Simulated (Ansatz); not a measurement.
# Geometry relaxation, with input and output: LiAl$_{32}$ (part 3 of 3)

The same run, continued: LiAl$_{32}$ (defect cell, 33 atoms in the cell); DFT PBE, scalar-relativistic, plane waves, PAW, no spin polarisation (Ansatz 0.2.0); cutoff 420 eV, 2×2×2 k-mesh, Fermi–Dirac smearing of 0.05 eV. It belongs to a series of runs on one base structure; here: start relaxed.

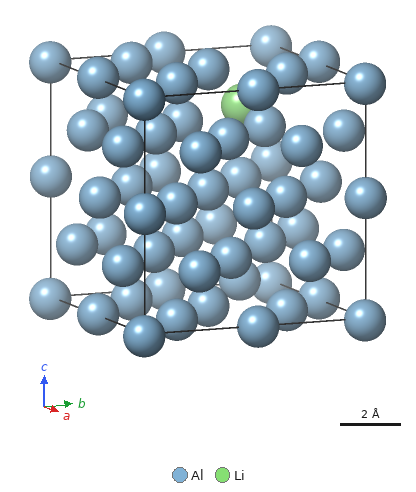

Fig. 1: The geometry at step 10 of the log (spheres-only view of the cell of the calculation, seen slightly off an axis).

Trajectory as extended XYZ, continued:
```
33
Lattice="8.1000 0.0000 0.0000 0.0000 8.1000 0.0000 0.0000 0.0000 8.1000" Properties=species:S:1:pos:R:3:forces:R:3 step=6 energy=-17402.34437
Al    4.0305    0.0196    0.0179    0.0182   0.0276   0.0290
Al    6.0656    2.0502    0.0279   -0.0023  -0.0080  -0.0542
Al    6.0650    0.0364    2.0443    0.0021  -0.0545  -0.0080
Al   -0.1087    0.1965    0.1551    0.0623  -0.0845  -0.0768
Al    2.0421    2.0567    0.0293    0.0125   0.0366   0.0082
Al    4.1405    3.9743    0.0530   -0.0073   0.0107  -0.0540
Al    6.1127    6.1051   -0.0237   -0.0434  -0.0495   0.0455
Al    2.0375    0.0241    2.0437    0.0188   0.0116   0.0322
Al    4.0679    2.0254    2.0329   -0.0163  -0.0126  -0.0131
Al    6.0844    4.0417    2.0024    0.0201   0.0198  -0.0182
Al    4.1092    0.0548    3.9986   -0.0071  -0.0558   0.0078
Al    6.0700    2.0090    4.0349    0.0212  -0.0185   0.0209
Al    6.0969   -0.0068    6.0884   -0.0452   0.0384  -0.0450
Al    0.0262    4.1276   -0.0257   -0.0598  -0.0229   0.0571
Al    2.3358    5.8475    0.4165   -0.1098   0.0686   0.0029
Al   -0.0205    2.0438    2.0388    0.0582  -0.0035   0.0001
Al    2.0443    3.9707    2.1344   -0.0505   0.0125  -0.0149
Al    4.1423    6.0766    2.1270    0.0009   0.0534  -0.0146
Al    0.0097   -0.0084    4.1076   -0.0557   0.0509  -0.0269
Al    2.0388    2.1090    3.9909   -0.0512  -0.0153   0.0049
Al    4.0180    4.0643    4.0710   -0.0131   0.0175   0.0139
Al    5.9347    6.0759    3.9283    0.0158   0.0507   0.0091
Al    2.2586    0.3860    5.8870   -0.1058  -0.0268   0.0750
Al    4.1163    2.1026    6.0702    0.0006  -0.0157   0.0555
Al    5.9310    3.9336    6.0631    0.0162   0.0150   0.0518
Al    0.0121    6.0997    2.0086   -0.0344  -0.0335   0.0467
Al   -0.0508    3.9294    3.9216    0.0544   0.0134   0.0113
Al    1.9658    6.1329    4.1315    0.0613  -0.0621  -0.0526
Al   -0.0113    2.0389    6.0768   -0.0227   0.0513  -0.0220
Al    1.9717    4.1248    6.1277    0.0693  -0.0693  -0.0697
Al    3.9679    6.1368    6.1364    0.0433  -0.0426  -0.0422
Al   -0.4581    5.7409    5.7069    0.0413   0.1321   0.1450
Li    1.1513    6.7275    6.8375    0.1082  -0.0348  -0.1046
33
Lattice="8.1000 0.0000 0.0000 0.0000 8.1000 0.0000 0.0000 0.0000 8.1000" Properties=species:S:1:pos:R:3:forces:R:3 step=7 energy=-17402.41932
Al    4.0306    0.0284    0.0269    0.0043   0.0268   0.0272
Al    6.0874    2.0340    0.0275   -0.0104  -0.0132  -0.0416
Al    6.0849    0.0366    2.0274   -0.0040  -0.0397  -0.0119
Al   -0.0515    0.1342    0.0911    0.0829  -0.0996  -0.0890
Al    2.0471    2.0732    0.0428    0.0119   0.0379   0.0220
Al    4.1400    3.9788    0.0604   -0.0217   0.0202  -0.0456
Al    6.0974    6.1033   -0.0162   -0.0625  -0.0599   0.0633
Al    2.0414    0.0350    2.0630    0.0177   0.0244   0.0346
Al    4.0744    2.0298    2.0380   -0.0075   0.0092   0.0102
Al    6.0839    4.0356    2.0019   -0.0042   0.0053   0.0089
Al    4.1047    0.0606    4.0052   -0.0208  -0.0452   0.0152
Al    6.0652    2.0119    4.0269   -0.0003   0.0043   0.0110
Al    6.0755    0.0021    6.0842   -0.0543   0.0534  -0.0522
Al    0.0236    4.1305   -0.0239   -0.0610  -0.0041   0.0579
Al    2.3154    5.8693    0.4628   -0.1792   0.1100  -0.0333
Al   -0.0232    2.0234    2.0158    0.0515   0.0027   0.0090
Al    2.0341    3.9701    2.1464   -0.0429   0.0124  -0.0273
Al    4.1474    6.0832    2.1340    0.0125   0.0489  -0.0153
Al    0.0019   -0.0021    4.1065   -0.0588   0.0549  -0.0133
Al    2.0287    2.1167    3.9912   -0.0438  -0.0300   0.0009
Al    4.0147    4.0670    4.0741    0.0270  -0.0108  -0.0189
Al    5.9284    6.0818    3.9301    0.0171   0.0484   0.0061
Al    2.2290    0.4271    5.9107   -0.1442  -0.0698   0.1067
Al    4.1177    2.1061    6.0768    0.0094  -0.0194   0.0510
Al    5.9228    3.9373    6.0685    0.0195   0.0175   0.0495
Al    0.0003    6.0966    2.0198   -0.0546  -0.0418   0.0679
Al   -0.0657    3.9346    3.9249    0.0567   0.0252   0.0224
Al    1.9593    6.1376    4.1303    0.0780  -0.0787  -0.0903
Al   -0.0279    2.0532    6.0703   -0.0406   0.0618  -0.0269
Al    1.9699    4.1091    6.1288    0.0884  -0.1114  -0.0907
Al    3.9508    6.1470    6.1481    0.0966  -0.0612  -0.0624
Al   -0.4932    5.7702    5.7309    0.0973   0.1912   0.2234
Li    1.2821    6.6246    6.7353    0.1401  -0.0698  -0.1684
33
Lattice="8.1000 0.0000 0.0000 0.0000 8.1000 0.0000 0.0000 0.0000 8.1000" Properties=species:S:1:pos:R:3:forces:R:3 step=8 energy=-17402.52139
Al    4.0269    0.0352    0.0338    0.0011   0.0218   0.0229
Al    6.1028    2.0209    0.0291   -0.0288  -0.0003  -0.0390
Al    6.0991    0.0390    2.0139   -0.0243  -0.0364   0.0042
Al    0.0006    0.0763    0.0338    0.1079  -0.1365  -0.1148
Al    2.0496    2.0889    0.0567    0.0087   0.0316   0.0388
Al    4.1349    3.9855    0.0675   -0.0407   0.0375  -0.0340
Al    6.0785    6.0996   -0.0028   -0.0734  -0.0519   0.0753
Al    2.0431    0.0473    2.0810    0.0121   0.0376   0.0335
Al    4.0790    2.0358    2.0446   -0.0043   0.0168   0.0208
Al    6.0804    4.0297    2.0059   -0.0206   0.0017   0.0227
Al    4.0978    0.0662    4.0124   -0.0330  -0.0323   0.0249
Al    6.0593    2.0177    4.0209   -0.0155   0.0141   0.0081
Al    6.0541    0.0152    6.0799   -0.0577   0.0618  -0.0415
Al    0.0202    4.1370   -0.0212   -0.0504   0.0042   0.0488
Al    2.2870    5.8956    0.5003   -0.2576   0.1759  -0.1302
Al   -0.0256    2.0088    1.9994    0.0497   0.0170   0.0245
Al    2.0245    3.9700    2.1544   -0.0282   0.0187  -0.0440
Al    4.1510    6.0912    2.1385    0.0033   0.0320  -0.0366
Al   -0.0060    0.0048    4.1086   -0.0496   0.0475  -0.0100
Al    2.0191    2.1206    3.9907   -0.0298  -0.0457   0.0012
Al    4.0200    4.0633    4.0698    0.0482  -0.0261  -0.0386
Al    5.9242    6.0897    3.9335    0.0406   0.0320   0.0217
Al    2.1976    0.4595    5.9362   -0.1811  -0.1611   0.1468
Al    4.1193    2.1079    6.0849    0.0066  -0.0344   0.0354
Al    5.9167    3.9425    6.0761    0.0398   0.0315   0.0345
Al   -0.0163    6.0928    2.0368   -0.0700  -0.0391   0.0747
Al   -0.0762    3.9434    3.9324    0.0506   0.0499   0.0467
Al    1.9622    6.1339    4.1164    0.0955  -0.0905  -0.1713
Al   -0.0460    2.0700    6.0654   -0.0563   0.0569  -0.0240
Al    1.9772    4.0827    6.1210    0.1061  -0.1892  -0.1074
Al    3.9537    6.1472    6.1493    0.1979  -0.0805  -0.0861
Al   -0.5212    5.8055    5.7635    0.1817   0.2544   0.2975
Li    1.4102    6.5234    6.6281    0.0713  -0.0186  -0.1054
33
Lattice="8.1000 0.0000 0.0000 0.0000 8.1000 0.0000 0.0000 0.0000 8.1000" Properties=species:S:1:pos:R:3:forces:R:3 step=9 energy=-17402.69371
Al    4.0181    0.0395    0.0388   -0.0011  -0.0054  -0.0021
Al    6.1079    2.0128    0.0331   -0.0406   0.0227  -0.0503
Al    6.1025    0.0440    2.0071   -0.0402  -0.0445   0.0288
Al    0.0597   -0.0051   -0.0349    0.0320  -0.0772  -0.0478
Al    2.0487    2.1019    0.0778   -0.0122   0.0141   0.0295
Al    4.1148    4.0043    0.0738   -0.0692   0.0459  -0.0439
Al    6.0453    6.0927    0.0287   -0.0468  -0.0193   0.0700
Al    2.0410    0.0682    2.0998   -0.0091   0.0364   0.0145
Al    4.0818    2.0460    2.0553   -0.0197  -0.0330  -0.0385
Al    6.0693    4.0232    2.0188    0.0208   0.0228  -0.0185
Al    4.0834    0.0705    4.0245   -0.0348  -0.0477   0.0247
Al    6.0489    2.0296    4.0170    0.0337  -0.0263   0.0266
Al    6.0255    0.0412    6.0762   -0.0295   0.0587  -0.0078
Al    0.0153    4.1486   -0.0167   -0.0224  -0.0147   0.0248
Al    2.2234    5.9440    0.5221   -0.1976   0.1540  -0.1201
Al   -0.0284    2.0018    1.9915    0.0538   0.0321   0.0368
Al    2.0157    3.9740    2.1516   -0.0213   0.0084  -0.0579
Al    4.1495    6.0979    2.1324   -0.0237   0.0158  -0.0522
Al   -0.0153    0.0133    4.1132   -0.0170   0.0167  -0.0145
Al    2.0109    2.1148    3.9891   -0.0279  -0.0423  -0.0060
Al    4.0433    4.0470    4.0496   -0.0110   0.0244   0.0164
Al    5.9315    6.0964    3.9452    0.0662   0.0127   0.0390
Al    2.1522    0.4719    5.9712   -0.1052  -0.0876   0.0965
Al    4.1210    2.1021    6.0928    0.0002  -0.0340   0.0258
Al    5.9218    3.9560    6.0847    0.0680   0.0277   0.0182
Al   -0.0500    6.0863    2.0674   -0.0593  -0.0133   0.0459
Al   -0.0818    3.9700    3.9583    0.0518   0.0688   0.0822
Al    1.9879    6.1112    4.0620    0.0732  -0.0657  -0.1663
Al   -0.0741    2.0898    6.0615   -0.0400   0.0280   0.0026
Al    2.0063    4.0202    6.0921    0.0680  -0.1400  -0.0662
Al    4.0089    6.1256    6.1261    0.1990  -0.0706  -0.0765
Al   -0.5331    5.8739    5.8358    0.1408   0.2102   0.2362
Li    1.5456    6.4334    6.5146    0.0206  -0.0775  -0.0495
33
Lattice="8.1000 0.0000 0.0000 0.0000 8.1000 0.0000 0.0000 0.0000 8.1000" Properties=species:S:1:pos:R:3:forces:R:3 step=10 energy=-17402.84603
Al    4.0100    0.0265    0.0307   -0.0062   0.0041  -0.0027
Al    6.0962    2.0242    0.0393   -0.0332   0.0173  -0.0370
Al    6.0920    0.0478    2.0162   -0.0297  -0.0227   0.0219
Al    0.0645   -0.0524   -0.0593    0.0272  -0.0360  -0.0274
Al    2.0316    2.0923    0.0890   -0.0210   0.0070   0.0287
Al    4.0770    4.0366    0.0635   -0.0582   0.0276  -0.0351
Al    6.0134    6.0923    0.0810   -0.0313  -0.0057   0.0344
Al    2.0269    0.0985    2.1046   -0.0202   0.0350   0.0017
Al    4.0790    2.0435    2.0453   -0.0113  -0.0181  -0.0239
Al    6.0707    4.0223    2.0227    0.0076   0.0123  -0.0051
Al    4.0726    0.0636    4.0337   -0.0322  -0.0222   0.0219
Al    6.0582    2.0335    4.0187    0.0199  -0.0121   0.0172
Al    6.0018    0.0916    6.0836   -0.0151   0.0422   0.0004
Al    0.0146    4.1477   -0.0207   -0.0121  -0.0222   0.0219
Al    2.1428    6.0123    0.5239   -0.0852   0.0641  -0.0448
Al   -0.0372    2.0185    2.0062    0.0480   0.0224   0.0303
Al    2.0082    3.9746    2.1254   -0.0234  -0.0246  -0.0468
Al    4.1371    6.0955    2.1231   -0.0027   0.0164  -0.0445
Al   -0.0161    0.0054    4.1129   -0.0048   0.0216  -0.0112
Al    1.9993    2.1032    3.9858   -0.0115  -0.0342  -0.0282
Al    4.0548    4.0328    4.0377   -0.0080   0.0227   0.0138
Al    5.9630    6.0861    3.9545    0.0466   0.0360   0.0102
Al    2.1190    0.4528    6.0003   -0.0458  -0.0310   0.0395
Al    4.1185    2.1011    6.1003    0.0169  -0.0333   0.0073
Al    5.9616    3.9614    6.0826    0.0499  -0.0078   0.0373
Al   -0.0831    6.0862    2.0837   -0.0213   0.0043   0.0278
Al   -0.0725    4.0264    4.0186    0.0590   0.0395   0.0602
Al    2.0235    6.0902    3.9780    0.0299  -0.0334  -0.1154
Al   -0.0851    2.0834    6.0725   -0.0223   0.0173   0.0130
Al    2.0329    3.9422    6.0690    0.0421  -0.1104  -0.0419
Al    4.1058    6.0945    6.0833    0.1220  -0.0260  -0.0233
Al   -0.5521    5.9880    5.9541    0.0550   0.0936   0.1054
Li    1.6684    6.3239    6.4009   -0.0285  -0.0431  -0.0054
33
Lattice="8.1000 0.0000 0.0000 0.0000 8.1000 0.0000 0.0000 0.0000 8.1000" Properties=species:S:1:pos:R:3:forces:R:3 step=11 energy=-17402.91626
Al    4.0229    0.0380    0.0391    0.0072   0.0159   0.0102
Al    6.0819    2.0455    0.0535    0.0057  -0.0018  -0.0204
Al    6.0802    0.0646    2.0343    0.0096  -0.0219  -0.0071
Al    0.0479   -0.0470   -0.0488   -0.0009  -0.0093   0.0025
Al    2.0146    2.0687    0.1025   -0.0194  -0.0139   0.0214
Al    4.0397    4.0583    0.0472   -0.0002  -0.0081   0.0115
Al    5.9924    6.1000    0.1275   -0.0035   0.0079   0.0221
Al    2.0111    0.1201    2.0871   -0.0146   0.0280  -0.0078
Al    4.0790    2.0498    2.0435   -0.0444   0.0029  -0.0008
Al    6.0732    4.0321    2.0369    0.0109   0.0220  -0.0071
Al    4.0568    0.0587    4.0434    0.0008   0.0161  -0.0064
Al    6.0689    2.0476    4.0269    0.0095  -0.0009   0.0236
Al    5.9898    0.1395    6.0955    0.0001   0.0168   0.0071
Al    0.0219    4.1456   -0.0286    0.0089  -0.0085   0.0075
Al    2.1026    6.0782    0.4693   -0.0372   0.0189  -0.0389
Al   -0.0399    2.0443    2.0316    0.0444   0.0029   0.0018
Al    2.0053    3.9771    2.0878   -0.0038  -0.0216   0.0028
Al    4.1286    6.1034    2.0930    0.0072  -0.0024  -0.0030
Al   -0.0095    0.0013    4.1142    0.0074   0.0118  -0.0060
Al    2.0025    2.0680    3.9791   -0.0024   0.0005  -0.0173
Al    4.0576    4.0444    4.0424    0.0028  -0.0149  -0.0101
Al    5.9823    6.1021    3.9476    0.0087  -0.0029   0.0155
Al    2.0980    0.3785    6.0446   -0.0304  -0.0120   0.0275
Al    4.1200    2.0696    6.1020    0.0115  -0.0024  -0.0017
Al    5.9845    3.9536    6.0983    0.0012   0.0062  -0.0039
Al   -0.0897    6.0979    2.0807   -0.0077   0.0111  -0.0017
Al   -0.0271    4.0853    4.0870    0.0112   0.0041   0.0081
Al    2.0634    6.0925    3.8776    0.0091  -0.0042  -0.0475
Al   -0.0848    2.0662    6.0895    0.0048  -0.0121   0.0170
Al    2.0756    3.8194    6.0593    0.0033  -0.0302   0.0026
Al    4.1644    6.0978    6.0793    0.0529  -0.0071  -0.0034
Al   -0.6082    6.0762    6.0416   -0.0058   0.0242   0.0410
Li    1.6909    6.1695    6.2758   -0.0470  -0.0148  -0.0389
33
Lattice="8.1000 0.0000 0.0000 0.0000 8.1000 0.0000 0.0000 0.0000 8.1000" Properties=species:S:1:pos:R:3:forces:R:3 step=12 energy=-17402.91989
Al    4.0472    0.0651    0.0617   -0.0138  -0.0124   0.0017
Al    6.0892    2.0602    0.0640   -0.0164   0.0257   0.0491
Al    6.0891    0.0723    2.0454   -0.0317   0.0490   0.0394
Al    0.0197   -0.0386   -0.0258   -0.0364   0.0687   0.0390
Al    1.9932    2.0404    0.1213    0.0315   0.0363  -0.0495
Al    4.0298    4.0568    0.0552    0.0221  -0.0001  -0.0090
Al    5.9771    6.1116    0.1765   -0.0005  -0.0347  -0.0172
Al    1.9953    0.1410    2.0626    0.0271  -0.0650   0.0186
Al    4.0600    2.0598    2.0486    0.0877  -0.0205  -0.0178
Al    6.0902    4.0468    2.0450   -0.0082  -0.0374   0.0021
Al    4.0540    0.0731    4.0400    0.0130  -0.0224   0.0074
Al    6.0877    2.0591    4.0417    0.0018  -0.0088  -0.0437
Al    5.9798    0.1833    6.1105   -0.0083  -0.0006  -0.0354
Al    0.0370    4.1442   -0.0351   -0.0316   0.0009  -0.0060
Al    2.0732    6.1305    0.3900    0.0553  -0.0274  -0.0856
Al   -0.0195    2.0632    2.0494   -0.0871  -0.0002   0.0008
Al    2.0042    3.9809    2.0616   -0.0033   0.0179  -0.0172
Al    4.1201    6.1065    2.0671    0.0129   0.0061  -0.0248
Al    0.0030   -0.0011    4.1162   -0.0175  -0.0290   0.0097
Al    2.0020    2.0441    3.9794    0.0022  -0.0112   0.0081
Al    4.0592    4.0376    4.0374   -0.0014   0.0310   0.0201
Al    5.9874    6.1054    3.9446    0.0104   0.0127  -0.0162
Al    2.0751    0.3117    6.0940    0.0572  -0.0252  -0.0014
Al    4.1181    2.0460    6.1075    0.0105  -0.0244   0.0003
Al    5.9890    3.9470    6.1026    0.0213  -0.0051   0.0135
Al   -0.0886    6.1135    2.0688    0.0109  -0.0274   0.0058
Al    0.0069    4.1273    4.1352    0.0080   0.0139   0.0087
Al    2.0979    6.1032    3.7778   -0.0336   0.0382   0.0388
Al   -0.0758    2.0430    6.1152   -0.0192   0.0291  -0.0255
Al    2.1043    3.7233    6.0686   -0.0291   0.0280   0.0611
Al    4.2068    6.1047    6.0837   -0.0779   0.0218   0.0413
Al   -0.6812    6.1421    6.1148    0.1259  -0.0964  -0.0538
Li    1.6659    6.0427    6.1353   -0.0815   0.0692   0.0376
33
Lattice="8.1000 0.0000 0.0000 0.0000 8.1000 0.0000 0.0000 0.0000 8.1000" Properties=species:S:1:pos:R:3:forces:R:3 step=13 energy=-17402.94316
Al    4.0649    0.0726    0.0713   -0.0110   0.0007   0.0084
Al    6.1000    2.0554    0.0736    0.0142  -0.0186   0.0095
Al    6.0972    0.0711    2.0578    0.0222   0.0092  -0.0164
Al    0.0222   -0.0418   -0.0408    0.0161  -0.0002  -0.0042
Al    2.0129    2.0582    0.1099   -0.0148  -0.0069   0.0147
Al    4.0675    4.0310    0.0755   -0.0228   0.0056   0.0010
Al    5.9662    6.0990    0.1994    0.0128   0.0197  -0.0042
Al    2.0124    0.1074    2.0533   -0.0098   0.0137  -0.0005
Al    4.0803    2.0507    2.0551   -0.0126   0.0131   0.0136
Al    6.1017    4.0366    2.0556    0.0001  -0.0217   0.0094
Al    4.0620    0.0679    4.0395   -0.0268   0.0155  -0.0087
Al    6.1010    2.0534    4.0365   -0.0028   0.0051  -0.0151
Al    5.9663    0.1968    6.1003    0.0199  -0.0047   0.0191
Al    0.0216    4.1494   -0.0421    0.0224  -0.0020   0.0087
Al    2.1316    6.0987    0.2916   -0.0070   0.0022   0.0171
Al   -0.0118    2.0538    2.0544    0.0127  -0.0056  -0.0027
Al    2.0118    3.9958    2.0530   -0.0069  -0.0020   0.0042
Al    4.0975    6.1042    2.0543   -0.0287  -0.0014   0.0062
Al    0.0242   -0.0428    4.1512    0.0254  -0.0016   0.0034
Al    2.0120    2.0575    3.9980   -0.0019  -0.0015  -0.0052
Al    4.0673    4.0394    4.0372   -0.0220  -0.0245  -0.0095
Al    5.9668    6.1053    3.9164    0.0113  -0.0064  -0.0144
Al    2.1309    0.3081    6.1077   -0.0114  -0.0060  -0.0079
Al    4.0983    2.0579    6.1039   -0.0272   0.0149  -0.0041
Al    5.9685    3.9121    6.1058   -0.0027  -0.0082  -0.0042
Al   -0.0460    6.1011    2.0532    0.0262   0.0078   0.0031
Al    0.0193    4.1470    4.1511    0.0247   0.0097  -0.0088
Al    2.1272    6.0968    3.8101    0.0010   0.0051  -0.0072
Al   -0.0459    2.0573    6.1039    0.0274  -0.0085   0.0066
Al    2.1280    3.8235    6.1055    0.0051  -0.0137  -0.0046
Al    4.1288    6.1019    6.1095   -0.0769   0.0039  -0.0072
Al   -0.7938    6.1009    6.1082    0.0690   0.0181   0.0005
Li    1.5063    6.1207    6.1006   -0.0249  -0.0108  -0.0003
```

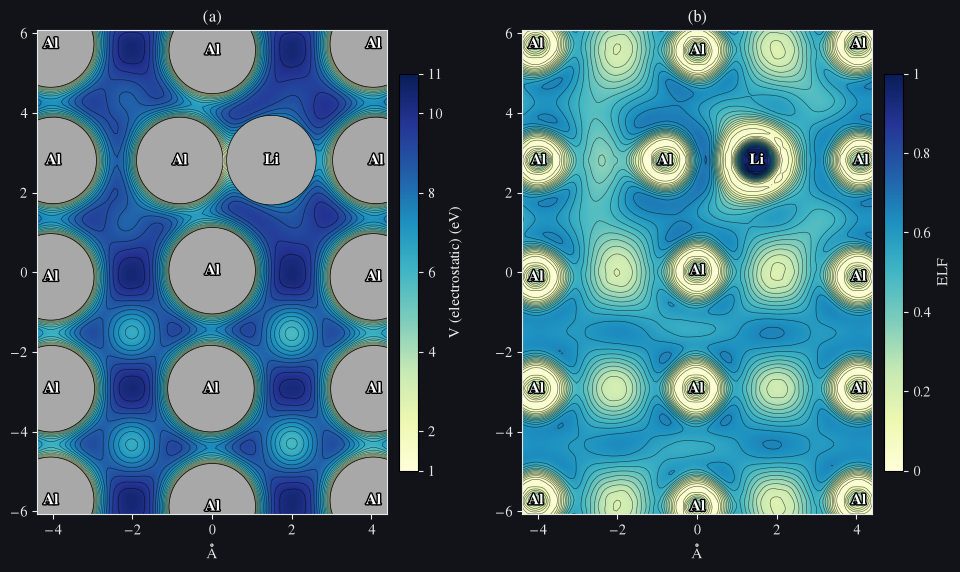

Fig. 2: (a) electrostatic potential energy of an electron; (b) ELF on the (011̄) plane of the calculation cell. Grey discs, where drawn, cover atomic cores. The section cuts through Al and Li sites. Li–Al (2.30 Å): the ELF is about 0.60 at the midpoint. Li–Al (2.62 Å): the ELF is about 0.55 at the midpoint; no shared electron pair. Al–Al (2.80 Å): the ELF peaks at about 0.65 between the atoms. The strong features right at Li lie inside the PAW spheres (semicore, d or f shells) and say nothing about bonding. Outside the cores the potential energy rises away from the atoms and is highest about 2.0 Å from the nearest atoms; outside the discs it spans about 9 eV, and its zero is arbitrary. The fields are those of the smooth PAW valence density.

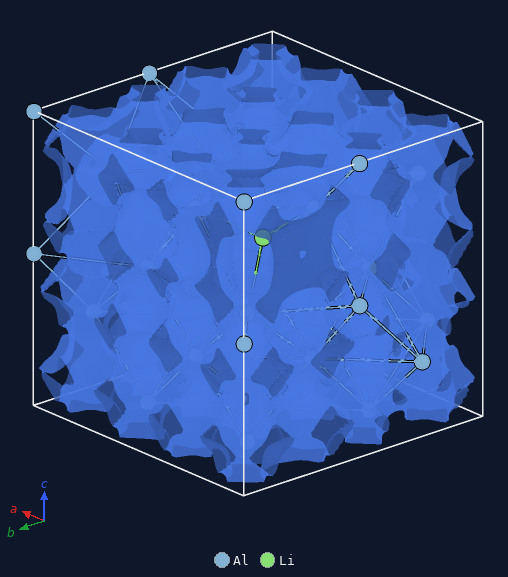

Fig. 3: Isosurface of the ELF at 0.55 (blue), seen at an oblique angle. Core shells and regions of very low density are left out. Sticks mark near contacts. The outline is the calculation cell. The ELF exceeds this value in one network that runs through the whole crystal, counted in one cell of 33 atoms. Profiles from the grid: Li–Al (2.30 Å): the ELF is about 0.60 at the midpoint; no localised pair between them.

Key numbers:

| quantity | value |
| --- | --- |
| outcome | converged |
| electrons treated | 99 |
| free energy | −17402.9432 eV |
| Fermi energy | 7.658 eV |
| final volume | 531.44 Å³ |
| largest force (length of the vector) at the end | 0.077 eV/Å |
| wall time | 77 s (CPU time 2.5 min) |
| peak memory | 1.1 GiB |
